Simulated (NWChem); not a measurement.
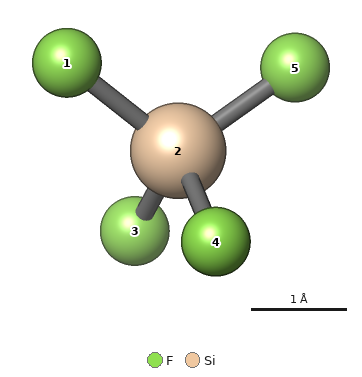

Figure 1. The structure as given in the input (ball-and-stick view, seen at a tilt; atoms are numbered from 1 in the order of the input).

**Single-point calculation, with input and output: SiF$_{4}$ (charge +1)**

The run: single-point calculation of SiF$_{4}$, charge +1, multiplicity 2. Method and program: M06-2X/6-311+G**, UKS (NWChem 7.3.0).

The geometry is that of the parent species in another charge or spin state. The geometry comes from this level: PBE0-D4/def2-TZVP.

## The program's output
```
Total energy (eV): -18735.08251
```

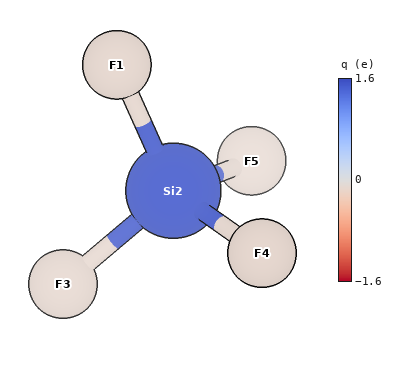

Figure 2. Mulliken charges, as the colour of each atom (ball-and-stick view, seen at a tilt; atoms are numbered from 1 in the order of the input). By element: F −0.12 and Si +1.48 e.

This output came from the following input.

## Input file
```python
from ase.io import read
from ase.calculators.nwchem import NWChem

molecule = read('sp.xyz')

calc = NWChem(
    label='sp',
    theory='dft',
    memory='2200 mb',
    basis='6-311+G**',
    basispar='spherical bse',
    charge=1,
    dft={'xc': 'm06-2x', 'mult': '2', 'grid': 'fine', 'convergence': 'energy 1e-08', 'iterations': '100', 'mulliken': None},
    task='energy',
)
molecule.calc = calc

print("Total energy (eV):", round(molecule.get_potential_energy(), 6))
```

## File sp.xyz
```
5
F4Si
F      0.143200    -0.791930     1.338460
Si     0.000000     0.000000     0.000000
F     -1.047100     1.144420     0.181750
F     -0.477230    -0.967810    -1.129040
F      1.381130     0.615320    -0.391170
```

## File sp.nwi
```
title "sp"

permanent_dir sp

scratch_dir sp

start sp

geometry units angstrom nocenter noautosym noautoz
  F  1.4319999999999999e-01 -7.9193000000000002e-01 1.3384600000000000e+00
  Si 0.0000000000000000e+00 0.0000000000000000e+00 0.0000000000000000e+00
  F  -1.0470999999999999e+00 1.1444200000000000e+00 1.8174999999999999e-01
  F  -4.7722999999999999e-01 -9.6780999999999995e-01 -1.1290400000000000e+00
  F  1.3811300000000000e+00 6.1531999999999998e-01 -3.9117000000000002e-01
end

charge 1

memory 2200 mb

basis spherical bse noprint
   * library 6-311+G**
end

dft
  xc m06-2x
  mult 2
  grid fine
  convergence energy 1e-08
  iterations 100
  mulliken
end

task dft energy
```

Launch command:
```bash
export ASE_NWCHEM_COMMAND="nwchem PREFIX.nwi > PREFIX.nwo"
python run.py
```

## Results in brief

| quantity | value |
| --- | --- |
| outcome | converged |
| total energy | −688.501589 hartree |
| basis functions | 118 |
| ⟨S²⟩ | 0.764 |
| hardware | 1 thread of Intel Xeon (Sapphire Rapids), 16 GiB of memory available, shared host |
| wall time | 96 s |
| peak memory | 0.12 GiB |
